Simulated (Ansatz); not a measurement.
Fields on a plane of MoS2 (3R-MoS2 type, space group R3m)

```
CELL_PARAMETERS angstrom
      1.58761     0.91661     6.19494
     -1.58761     0.91661     6.19494
      0.00000    -1.83321     6.19494
ATOMIC_POSITIONS crystal
  Mo 0.00000 0.00000 0.00000
  S  0.75030 0.75030 0.75030
  S  0.58300 0.58300 0.58300
```

The slice is a (0001) plane (indices of the conventional cell) through the point (0.583, 0.583, 0.583) (fractional), spanned by u = [1 0 -1] and v = [-1 2 -1] in vectors of this cell: u (3.18 Å) and v (5.50 Å, at 90° to u). It covers one period; positions are fractions (u, v).

Atoms on it: S at (0.00, 0.00); S at (0.50, 0.50).

These are r2SCAN+rVV10 (plane waves to 500 eV, PAW, scalar-relativistic; Ansatz, a quantum-chemistry and plane-wave program) values and carry that method's errors. k mesh 12×12×12. These are valence fields of a PAW run, semicore shells included where kept as valence: close to a nucleus they are smooth pseudo fields. MoS2 is run without spin polarisation. MoS2 was relaxed with its symmetry unable to fall. This is one of several known forms of MoS2; the measured ambient cells at hand have space group No. 194.

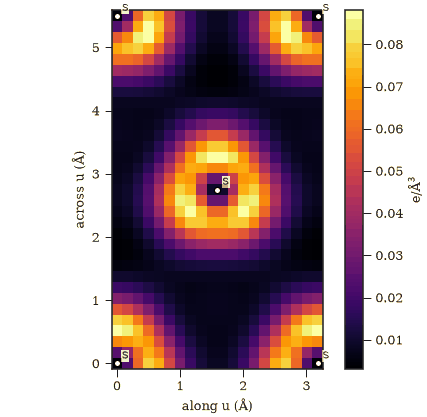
*Density of the lowest conduction band (whole band as if filled, smooth part) in e/Å³, one period of the plane, atoms marked. *

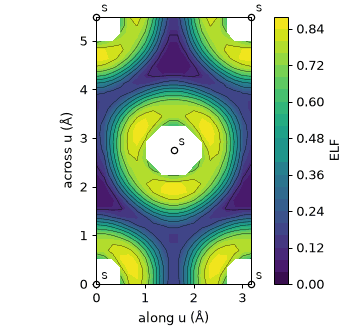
Figure: Electron localisation function (ELF), one period of the plane, atoms marked. Points within 0.5 Å of a nucleus are left white, as the pseudised field means little there.
